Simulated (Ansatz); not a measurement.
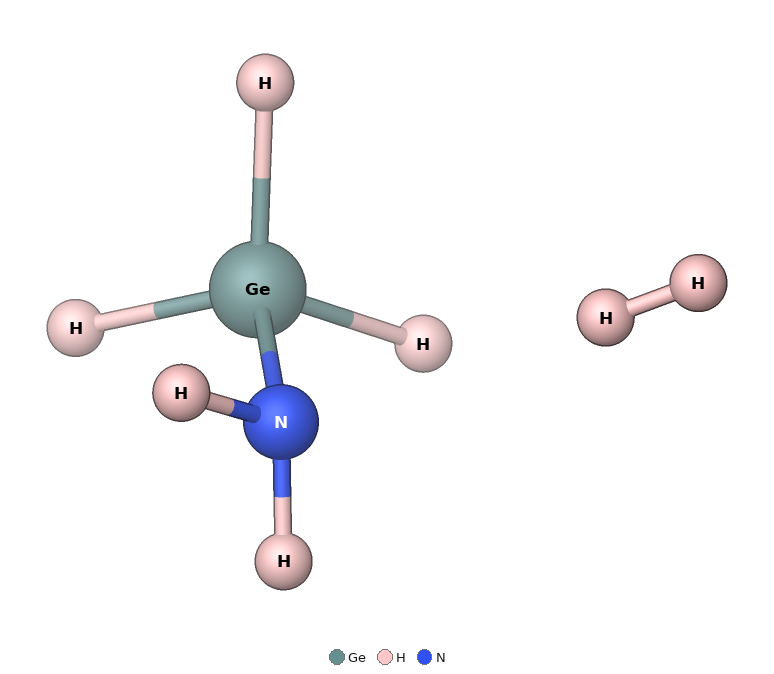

Distant atoms are faded towards the background colour. Computed geometry: PBE0-D4/def2-TZVP optimisation.

Question: List the symmetry elements and name the point group.

Answer: It has 1 mirror plane, so the point group is Cs. The group has 2 operations. The geometry is achiral, and symmetry allows a dipole moment.
